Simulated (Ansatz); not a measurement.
# How fast states decay through LiCaBr3

Wanted: the relaxed cell of LiCaBr3, its band edges and its decay constants. It is built by putting Li for Rb in the RbCaBr3 structure of space group Cm, with the volume rescaled by atomic radii. The parent structure comes from the Materials Project.

Program: Ansatz 0.2.0. Level of theory: PBE DFT, plane waves, PAW files, in the first sound run; inputs show where later runs differ. Results are calculated unless marked as measured.

The structure was built from a prototype and need not be the compound's stable phase.

### Step 1. The starting structure

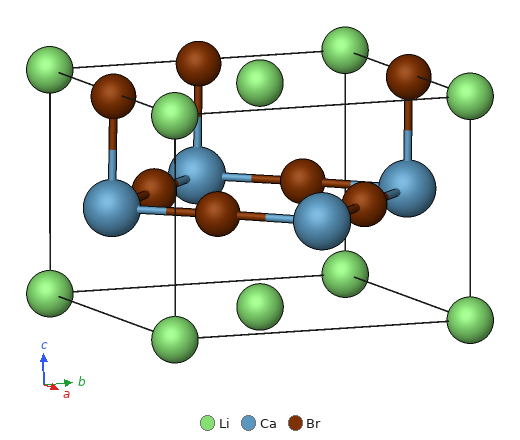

The cell as given, slightly off an axis (lithium green, calcium blue, bromine brown). This picture shows the conventional cell, with its axes. Some periodic images of atoms are drawn too.

### Step 2. Relaxing the new crystal

The substituted atoms don't fit the parent's cell, so cell and atoms relax together. A small smearing keeps the run stable in case the gap closes on the way.

input.yaml reads:

```yaml
crystal:
  lattice:
    - [3.731453787, -3.7331513056, 0.0]
    - [3.731453787, 3.7331513056, 0.0]
    - [-0.0081153705, 0.0, 5.2758354451]
  atoms:
    - { symbol: Li, position: [0.998364, 0.998364, 0.998102] }
    - { symbol: Ca, position: [0.495148, 0.495148, 0.483013] }
    - { symbol: Br, position: [0.495605, 0.998461, 0.485819] }
    - { symbol: Br, position: [0.507701, 0.507701, 0.983957] }
    - { symbol: Br, position: [0.998461, 0.495605, 0.485819] }
kpoints:
  mp_grid: { grid: [4, 4, 4] }
scf:
  occupations: { method: gaussian, width: 0.03 }
hamiltonian:
  xc: pbe
output:
  forces: true
  stress: true
relax:
  f_tol: 0.02
  max_steps: 60
  cell: {}
```

Started as:

```
$ ansatz run input.yaml --threads 2 --pin off --max-ram 4096MiB --backend cpu --events-out ev --progress --plain --runs-dir out
```

Numbers of over 12 decimals in the logs are rounded to 6 here.

What it wrote:

```text
Engine: ansatz 0.2.0, aarch64-unknown-linux-gnu
Pseudopotentials: kind: paw
Pseudopotential: Li, paw, valence charge 3, recommended cutoff 420 eV (normal), Li.paw.azcp
Pseudopotential: Ca, paw, valence charge 10, recommended cutoff 420 eV (normal), Ca.paw.azcp
Pseudopotential: Br, paw, valence charge 7, recommended cutoff 420 eV (normal), Br.paw.azcp
Functional definition: PBE
  parameter kappa = 0.804
  parameter beta = 0.066725
  exchange = pbe_x(kappa = kappa, mu = beta*pi^2/3)
  correlation = pbe_c(beta = beta)
Crystal: 5 atoms, lattice volume = 146.986 Å³
Basis set: ecut = 420 eV, 2897 PW (Γ), exchange–correlation on 72×72×72 points (8 copies of the dense FFT grid, shifted against one another)
Bands: 22, of which v1, the nominal top of the filled ones, is band 17 counted from 1 (16 counted from 0)
Symmetry: 2 space group operations
Space group: Cm (ITA 8), of the structure as read, at distance tolerance 5.3e-5 Å
k-points: 24 of 64 (time reversal used)
Non-local potential: Li, projectors of the file, l = 0: 3, l = 1: 2, l = 2: 1
Non-local potential: Ca, projectors of the file, l = 0: 3, l = 1: 2, l = 2: 2
Non-local potential: Br, projectors of the file, l = 0: 2, l = 1: 2, l = 2: 2
PAW form: soft (Blöchl's): semilocal exchange-correlation on the pseudo side does not see the compensation charge
PAW one-centre angular grid: Li, 110 points (default); XC on 64 Gauss nodes
PAW one-centre angular grid: Ca, 110 points (default); XC on 64 Gauss nodes
PAW one-centre angular grid: Br, 110 points (default); XC on 64 Gauss nodes
Initial density: superposition of atomic densities (neutral atoms: chi_scale 0, normalization atom), corrected by the library's trained network
Initial wavefunctions: pseudopotential atomic-orbital guess
Functional: x = pbe(κ = 0.804, μ = 0.219515), c = pbe(β = 0.066725)
SCF iter   1: F=—  HF=-10378.262622 eV  |F-HF|=—  |Δ(HF+E_count)|=         —  Δρ=8.33e-4  dr2=1.18e-3  ethr=1.77e-3  ⟨swp⟩=10.2  Hψ=3550  notcnv=0
preconditioner: auto → Resta (q_TF=auto, 2.138 Å⁻¹)  ε∞=3.2  [insulator: Δε(μ)=2.997 eV  Ē_g=10.008 eV  σ=0.030 eV  W_gap=1.00  n_scr=26 (ndim 8)  ℏωp=15.0 eV  f_vac=0.106  D(μ)=0.00/eV (n_scr^D=0)  ε∞_Penn≈3.2]
SCF iter   2: F=—  HF=-10378.262854 eV  |F-HF|=—  |Δ(HF+E_count)|=   2.32e-4  Δρ=3.05e-4  dr2=1.36e-4  ethr=3.46e-6  ⟨swp⟩=3.8  Hψ=1403  notcnv=0  defer=17
SCF iter   3: F=—  HF=-10378.262974 eV  |F-HF|=—  |Δ(HF+E_count)|=   1.20e-4  Δρ=1.30e-4  dr2=2.07e-5  ethr=3.99e-7  ⟨swp⟩=2.1  Hψ=751  notcnv=0  defer=17
SCF iter   4: F=—  HF=-10378.262962 eV  |F-HF|=—  |Δ(HF+E_count)|=   1.24e-5  Δρ=3.29e-5  dr2=1.70e-6  ethr=6.10e-8  ⟨swp⟩=2.0  Hψ=860  notcnv=0  defer=18
iter 5 did not close the SCF: its close was put off for the readings that it lacked (scf_convergence_deferred on its scf_iter line)
SCF iter   5: F=-10378.262964 eV  HF=-10378.262964 eV  |F-HF|=3.33e-8  |Δ(HF+E_count)|=   2.37e-6  Δρ=3.84e-6  dr2=3.06e-8  ethr=4.99e-9  ⟨swp⟩=2.0  Hψ=792  notcnv=0  defer=17
SCF iter   6: F=-10378.262964 eV  HF=-10378.262964 eV  |F-HF|=3.52e-9  |Δ(HF+E_count)|=   3.95e-8  Δρ=1.18e-6  dr2=3.17e-9  ethr=9.00e-11  ⟨swp⟩=3.0  Hψ=1987  notcnv=0
SCF 1 converged in 6 iterations: F = -10378.262964 eV  dr2 = 3.17e-9
  greatest PAW one-centre occupation: 1.000 electrons in one spin orbital (limit 2), on the Li atom at site 0 (counted from 0), in its partial waves of l = 0
relax step   1: F+E_penalty+E_count = -10378.26296430 eV  Δ(F+E_penalty+E_count) = +0.000e0 eV  max|allowed force component| = 1.867e-1 eV/Å  Δτ_max = 0.0000 Å  P = +6.804 GPa  Ω = 146.986 Å³  (6 SCF iters, dr2 threshold 1.00e-7 eV, accepted)
Crystal: 5 atoms, lattice volume = 169.495 Å³
Basis set: ecut = 420 eV, 3287 PW (Γ), exchange–correlation on 72×72×72 points (8 copies of the dense FFT grid, shifted against one another)
Initial density: handed on by an earlier stage of this run
Initial wavefunctions: those handed on with the density
iter 1 solved again at ethr=6.33e-4 eV; its pass at ethr=3.10e-3 eV (dr2=2.15e-1 eV) is discarded
SCF iter   1: F=—  HF=-10378.920328 eV  |F-HF|=—  |Δ(HF+E_count)|=         —  Δρ=6.23e-3  dr2=2.16e-1  ethr=6.33e-4  ⟨swp⟩=1.0  Hψ=3745  notcnv=0
preconditioner: auto → Resta (q_TF=auto, 2.087 Å⁻¹)  ε∞=3.0  [insulator: Δε(μ)=3.013 eV  Ē_g=9.769 eV  σ=0.030 eV  W_gap=1.00  n_scr=26 (ndim 8)  ℏωp=14.0 eV  f_vac=0.171  D(μ)=0.00/eV (n_scr^D=0)  ε∞_Penn≈3.0]
SCF iter   2: F=—  HF=-10378.842750 eV  |F-HF|=—  |Δ(HF+E_count)|=   7.76e-2  Δρ=3.11e-3  dr2=5.88e-2  ethr=6.33e-4  ⟨swp⟩=3.3  Hψ=1185  notcnv=0  defer=8
SCF iter   3: F=—  HF=-10378.817197 eV  |F-HF|=—  |Δ(HF+E_count)|=   2.56e-2  Δρ=5.81e-4  dr2=1.61e-3  ethr=1.73e-4  ⟨swp⟩=3.5  Hψ=1198  notcnv=0  defer=14
SCF iter   4: F=—  HF=-10378.817210 eV  |F-HF|=—  |Δ(HF+E_count)|=   1.38e-5  Δρ=1.78e-4  dr2=8.25e-5  ethr=4.74e-6  ⟨swp⟩=2.5  Hψ=940  notcnv=0  defer=18
SCF iter   5: F=—  HF=-10378.817264 eV  |F-HF|=—  |Δ(HF+E_count)|=   5.38e-5  Δρ=5.75e-5  dr2=8.53e-6  ethr=2.43e-7  ⟨swp⟩=2.0  Hψ=872  notcnv=0  defer=18
SCF iter   6: F=—  HF=-10378.817268 eV  |F-HF|=—  |Δ(HF+E_count)|=   3.67e-6  Δρ=1.73e-5  dr2=9.55e-7  ethr=2.51e-8  ⟨swp⟩=2.0  Hψ=852  notcnv=0  defer=18
SCF iter   7: F=-10378.817269 eV  HF=-10378.817269 eV  |F-HF|=5.40e-8  |Δ(HF+E_count)|=   1.23e-6  Δρ=3.89e-6  dr2=5.39e-8  ethr=1.47e-9  ⟨swp⟩=5.0  Hψ=1980  notcnv=0
SCF 2 converged in 7 iterations: F = -10378.817269 eV  dr2 = 5.39e-8
relax step   2: F+E_penalty+E_count = -10378.81726908 eV  Δ(F+E_penalty+E_count) = -5.543e-1 eV  max|allowed force component| = 6.833e-2 eV/Å  Δτ_max = 0.0208 Å  P = +1.643 GPa  Ω = 169.495 Å³  energy of the carried Pulay correction = -1.103e-3 eV  (7 SCF iters, dr2 threshold 5.00e-7 eV, accepted)
Crystal: 5 atoms, lattice volume = 178.418 Å³
Basis set: ecut = 420 eV, 3431 PW (Γ), exchange–correlation on 72×72×72 points (8 copies of the dense FFT grid, shifted against one another)
iter 1 solved again at ethr=9.71e-5 eV; its pass at ethr=3.10e-3 eV (dr2=3.30e-2 eV) is discarded
SCF iter   1: F=—  HF=-10378.894670 eV  |F-HF|=—  |Δ(HF+E_count)|=         —  Δρ=2.87e-3  dr2=3.34e-2  ethr=9.71e-5  ⟨swp⟩=1.9  Hψ=3692  notcnv=0
preconditioner: auto → Resta (q_TF=auto, 2.070 Å⁻¹)  ε∞=3.0  [insulator: Δε(μ)=3.040 eV  Ē_g=9.565 eV  σ=0.030 eV  W_gap=1.00  n_scr=26 (ndim 8)  ℏωp=13.6 eV  f_vac=0.171  D(μ)=0.00/eV (n_scr^D=0)  ε∞_Penn≈3.0]
SCF iter   2: F=—  HF=-10378.885038 eV  |F-HF|=—  |Δ(HF+E_count)|=   9.63e-3  Δρ=1.36e-3  dr2=7.75e-3  ethr=9.71e-5  ⟨swp⟩=3.4  Hψ=1108  notcnv=0
[...]
relax step   7: F+E_penalty+E_count = -10379.34301371 eV  Δ(F+E_penalty+E_count) = -1.529e-1 eV  max|allowed force component| = 4.472e-1 eV/Å  Δτ_max = 0.1953 Å  P = -0.128 GPa  Ω = 183.278 Å³  energy of the carried Pulay correction = -1.705e-3 eV  (6 SCF iters, dr2 threshold 5.00e-7 eV, accepted)
relax step   8: F+E_penalty+E_count = -10379.48609324 eV  Δ(F+E_penalty+E_count) = -1.431e-1 eV  max|allowed force component| = 3.503e-1 eV/Å  Δτ_max = 0.1952 Å  P = +0.071 GPa  Ω = 182.776 Å³  energy of the carried Pulay correction = -1.684e-3 eV  (6 SCF iters, dr2 threshold 5.00e-7 eV, accepted)
relax step   9: F+E_penalty+E_count = -10379.59903414 eV  Δ(F+E_penalty+E_count) = -1.129e-1 eV  max|allowed force component| = 2.089e-1 eV/Å  Δτ_max = 0.1950 Å  P = +0.347 GPa  Ω = 183.443 Å³  energy of the carried Pulay correction = -1.712e-3 eV  (6 SCF iters, dr2 threshold 5.00e-7 eV, accepted)
relax step  10: F+E_penalty+E_count = -10379.63796771 eV  Δ(F+E_penalty+E_count) = -3.893e-2 eV  max|allowed force component| = 1.276e-1 eV/Å  Δτ_max = 0.1943 Å  P = +0.477 GPa  Ω = 187.319 Å³  energy of the carried Pulay correction = -1.872e-3 eV  (6 SCF iters, dr2 threshold 5.00e-7 eV, accepted)
relax step  11: F+E_penalty+E_count = -10379.68646056 eV  Δ(F+E_penalty+E_count) = -4.849e-2 eV  max|allowed force component| = 1.293e-1 eV/Å  Δτ_max = 0.1897 Å  P = -0.122 GPa  Ω = 192.200 Å³  energy of the carried Pulay correction = -2.069e-3 eV  (6 SCF iters, dr2 threshold 5.00e-7 eV, accepted)
relax step  12: F+E_penalty+E_count = -10379.74247928 eV  Δ(F+E_penalty+E_count) = -5.602e-2 eV  max|allowed force component| = 1.398e-1 eV/Å  Δτ_max = 0.1908 Å  P = -0.222 GPa  Ω = 194.028 Å³  energy of the carried Pulay correction = -2.141e-3 eV  (6 SCF iters, dr2 threshold 5.00e-7 eV, accepted)
relax step  13: F+E_penalty+E_count = -10379.76841507 eV  Δ(F+E_penalty+E_count) = -2.594e-2 eV  max|allowed force component| = 2.366e-1 eV/Å  Δτ_max = 0.1960 Å  P = -0.027 GPa  Ω = 194.185 Å³  energy of the carried Pulay correction = -2.147e-3 eV  (6 SCF iters, dr2 threshold 5.00e-7 eV, accepted)
relax step  14: F+E_penalty+E_count = -10379.81013856 eV  Δ(F+E_penalty+E_count) = -4.172e-2 eV  max|allowed force component| = 4.157e-2 eV/Å  Δτ_max = 0.1860 Å  P = +0.031 GPa  Ω = 192.915 Å³  energy of the carried Pulay correction = -2.097e-3 eV  (6 SCF iters, dr2 threshold 5.00e-7 eV, accepted)
relax step  15: F+E_penalty+E_count = -10379.81416299 eV  Δ(F+E_penalty+E_count) = -4.024e-3 eV  max|allowed force component| = 1.392e-2 eV/Å  Δτ_max = 0.0228 Å  P = -0.006 GPa  Ω = 193.637 Å³  energy of the carried Pulay correction = -2.126e-3 eV  (6 SCF iters, dr2 threshold 2.14e-7 eV, accepted)
relax step  16: F+E_penalty+E_count = -10379.82126924 eV  Δ(F+E_penalty+E_count) = -7.106e-3 eV  max|allowed force component| = 1.396e-2 eV/Å  Δτ_max = 0.0000 Å  P = +0.067 GPa  Ω = 193.637 Å³  stress off target by 1.23e-1 GPa  SCF on the basis re-selected at this cell (its energy is not comparable with the rows above)  (7 SCF iters)
relax step  17: F+E_penalty+E_count = -10379.82185552 eV  Δ(F+E_penalty+E_count) = -5.863e-4 eV  max|allowed force component| = 2.247e-3 eV/Å  Δτ_max = 0.0115 Å  P = +0.007 GPa  Ω = 194.513 Å³  energy of the carried Pulay correction = -3.402e-5 eV  (6 SCF iters, dr2 threshold 3.79e-8 eV, accepted)
relax step  18: F+E_penalty+E_count = -10379.82188581 eV  Δ(F+E_penalty+E_count) = -3.029e-5 eV  max|allowed force component| = 4.030e-3 eV/Å  Δτ_max = 0.0029 Å  P = -0.006 GPa  Ω = 194.652 Å³  energy of the carried Pulay correction = -3.934e-5 eV  (7 SCF iters, accepted)
iter 1 solved again at ethr=2.50e-6 eV; its pass at ethr=3.10e-3 eV (dr2=8.50e-4 eV) is discarded
SCF iter   1: F=—  HF=-10379.821871 eV  |F-HF|=—  |Δ(HF+E_count)|=         —  Δρ=1.31e-5  dr2=2.42e-8  ethr=2.50e-6  ⟨swp⟩=3.2  Hψ=4978  notcnv=0
eigensolver tolerance schedule: the retry pair's looser diagonalisation over-reported the residual by 35084.08 of it (diagonalisation noise at an unbounded share of the residual, at the tolerance the schedule requests for it); recorded, not acted on — ethr = c·dr2/N_el stays at c = 1.0e-1
preconditioner: auto → Resta (q_TF=auto, 2.040 Å⁻¹)  ε∞=2.8  [insulator: Δε(μ)=4.170 eV  Ē_g=9.654 eV  σ=0.030 eV  W_gap=1.00  n_scr=26 (ndim 8)  ℏωp=13.0 eV  f_vac=0.241  D(μ)=0.00/eV (n_scr^D=0)  ε∞_Penn≈2.8]
SCF iter   2: F=—  HF=-10379.821912 eV  |F-HF|=—  |Δ(HF+E_count)|=   4.08e-5  Δρ=6.53e-6  dr2=5.67e-9  ethr=7.12e-11  ⟨swp⟩=4.4  Hψ=1552  notcnv=0
SCF iter   3: F=—  HF=-10379.821918 eV  |F-HF|=—  |Δ(HF+E_count)|=   6.14e-6  Δρ=3.84e-6  dr2=1.89e-9  ethr=1.67e-11  ⟨swp⟩=2.5  Hψ=842  notcnv=0
SCF iter   4: F=-10379.821921 eV  HF=-10379.821921 eV  |F-HF|=1.93e-9  |Δ(HF+E_count)|=   3.26e-6  Δρ=1.34e-7  dr2=1.24e-11  ethr=1.00e-12  ⟨swp⟩=4.1  Hψ=2545  notcnv=0
SCF 19 converged in 4 iterations: F = -10379.821921 eV  dr2 = 1.24e-11
relax step  19: F+E_penalty+E_count = -10379.82192143 eV  Δ(F+E_penalty+E_count) = -3.562e-5 eV  max|allowed force component| = 4.027e-3 eV/Å  Δτ_max = 0.0000 Å  P = -0.006 GPa  Ω = 194.652 Å³  stress off target by 9.66e-3 GPa  SCF on the basis re-selected at this cell (its energy is not comparable with the rows above)  (4 SCF iters)
basis re-selected at this cell: Δ(F+E_penalty+E_count) = -3.562e-5 eV, ΔP = -0.000 GPa vs the last step (what re-selecting the basis moved, of the pressure what is left beyond the Pulay correction that the steps carried, after the strain that the cell walked since its last selection, with what the two solves' SCF thresholds leave and, on support functions, any second-order correction that the steps lacked; it is no m [...]
SCF converged after 4 iterations
Free energy (F): -10379.821921 eV
Harris-Foulkes:  -10379.821921 eV  (|F-HF|=1.93e-9)
Internal energy: -10379.821921 eV  (E = F + TS)
E sigma→0 (E₀):  -10379.821921 eV
Fermi energy:    1.978254 eV
--- Per-component energies (eV) ---
  E_band       = -395.901608
  E_kinetic    = 700.136640
  E_local      = -2304.104045  (includes V_loc(G=0)·N_el)
  E_nonlocal   = 240.985912
  E_hartree    = 788.041745
  E_xc         = -942.777285
  E_vxc        = -497.185405  (∫ρ·V_xc dr)
  E_paw        = -7619.018899  (= ΣΔE_a)
  E_vpaw       = -111.818161  (= ΣTr[D̂ρ^β])
  E_aug_tail   = 0.000011  (compensation charges beyond the density's cutoff)
  E_ewald      = -1243.086001
  E_smearing   = -0.000000  (= −TS)
  E_closure    = -0.000000  (closes the sum)
  Σ components = -10379.821921   (vs F -10379.821921, Δ=0.00e0)
--- Forces (eV/Å), atoms counted from 1 ---
  atom   1  Li    -0.00042948     0.00000000     0.00402651
  atom   2  Ca     0.00217750     0.00000000     0.00288470
  atom   3  Br    -0.00072814    -0.00320272    -0.00154666
  atom   4  Br    -0.00028842     0.00000000    -0.00381895
  atom   5  Br    -0.00072814     0.00320272    -0.00154666
  max |Σ_I F_I| component: 3.33e-6 eV/Å
--- Stress (GPa, compression-positive) ---
       -0.001577       0.000000       0.003171
        0.000000      -0.009663      -0.000000
        0.003171      -0.000000      -0.006499
  P = ⅓ Tr σ = -0.0059 GPa (-0.059 kbar)
--- Relaxed structure (17 steps of the walk, 17 accepted, 2 SCFs on fresh bases) ---
  F+E_penalty+E_count = -10379.82192143 eV   max|allowed force component| = 4.027e-3 eV/Å   (the final SCF, on the basis selected at the relaxed cell)
  cell:  # Å, volume = 194.6516 Å³
    - [4.213379, -3.989174, -0.156522]
    - [4.213379, 3.989174, -0.156522]
    - [-0.230467, 0.0, 5.799040]
  atoms:
    - { symbol: Li, position: [0.833398, 0.833398, 1.152756] }
    - { symbol: Ca, position: [0.522348, 0.522348, 0.463835] }
    - { symbol: Br, position: [0.555827, 1.028003, 0.430784] }
    - { symbol: Br, position: [0.555704, 0.555704, 0.958552] }
    - { symbol: Br, position: [1.028003, 0.555827, 0.430784] }
```

Elapsed: 65 s, on 2 threads of Arm Neoverse V2, shared host; peak memory 0.4 GiB; 2.1 min of CPU time.

Relaxation path:

```tsv
step	energy less that of the first step (eV)	largest force component (eV/Å)	pressure (GPa)	volume (Å³)
1	0.0000	0.1867	6.80	146.99
2	-0.5543	0.0683	1.64	169.49
3	-0.6198	0.1272	0.39	178.42
4	-0.6864	0.2859	-0.19	183.42
5	-0.7864	0.3988	-0.40	185.31
6	-0.9271	0.4620	-0.34	184.82
7	-1.0801	0.4472	-0.13	183.28
8	-1.2231	0.3503	0.07	182.78
9	-1.3361	0.2089	0.35	183.44
10	-1.3750	0.1276	0.48	187.32
11	-1.4235	0.1293	-0.12	192.20
12	-1.4795	0.1398	-0.22	194.03
13	-1.5055	0.2366	-0.03	194.19
14	-1.5472	0.0416	0.03	192.91
15	-1.5512	0.0139	-0.01	193.64
16*	-1.5583	0.0140	0.07	193.64
17	-1.5589	0.0022	0.01	194.51
18	-1.5589	0.0040	-0.01	194.65
19*	-1.5590	0.0040	-0.01	194.65
```

Relaxation steps marked * repeat the geometry before them on a plane-wave basis chosen anew for their cell, so energy and pressure can jump there.

Forces are held to the 2 operations that the run works with; a distortion that breaks them can't arise in this run.

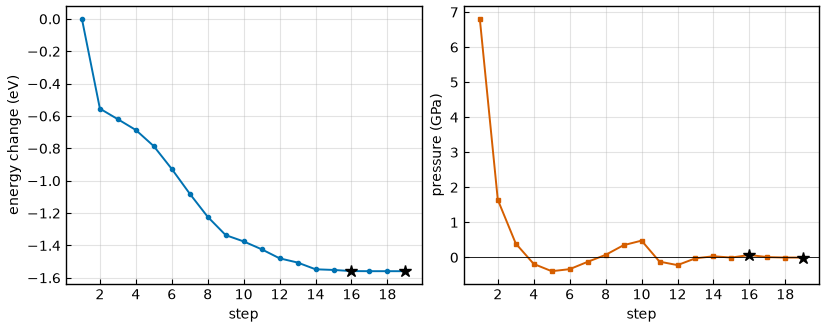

Energy and pressure along the relaxation. Stars mark steps on a basis chosen anew.

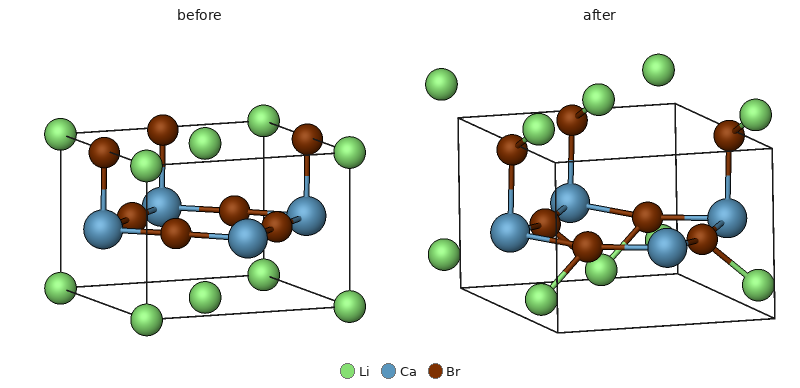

The structure before and after the relaxation, drawn at the same scale. Bonds to atoms that aren't drawn are left out.

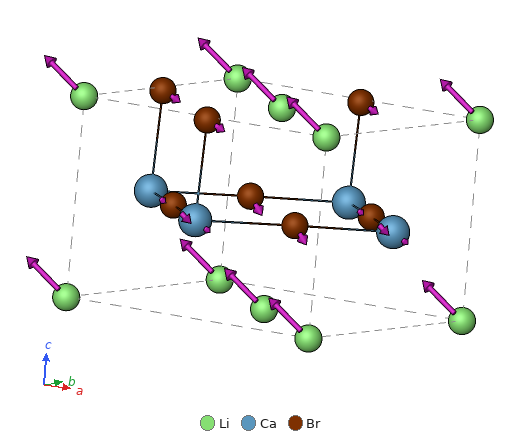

Displacements in the relaxation, scaled, measured against the changing cell; the longest in the cell stands for 1.71 Å. Some periodic images of atoms are drawn too.

```tsv
cell as run	before	after	change
a (Å)	5.278	5.804	+10.0 %
b (Å)	5.278	5.804	+10.0 %
c (Å)	5.276	5.804	+10.0 %
α (°)	90.06	93.20	+3.5 %
β (°)	90.06	93.20	+3.5 %
γ (°)	90.03	86.83	-3.6 %
volume (Å³/atom)	29.40	38.93	+32.4 %
```

The atoms that moved most (Å, as changes of fractional coordinates times the final cell):

```tsv
atom	dx	dy	dz	length
Li1	-1.426	0.000	0.948	1.712
Br3	0.391	-0.122	-0.333	0.528
Br5	0.391	0.122	-0.333	0.528
Br4	0.410	0.000	-0.162	0.441
Ca2	0.234	0.000	-0.120	0.263
```

Numbers from this step:

```yaml
free_energy: -10379.8219 eV
fermi_energy: 1.978 eV
pressure: -0.005913 GPa
```

The largest force component on a free atom ends at 0.0040 eV/Å.

(Part 1 of 3 ends here.)

[Logs are printed without paths, hosts, clocks, repeated set-up lines and the standing remarks that a program may print on its own settings, such as how far it seeks lower states.]

[Hosts, paths, dates, database ids (printed as entryN), source tags and the programs' standing remarks are cut or masked in the printed files.]
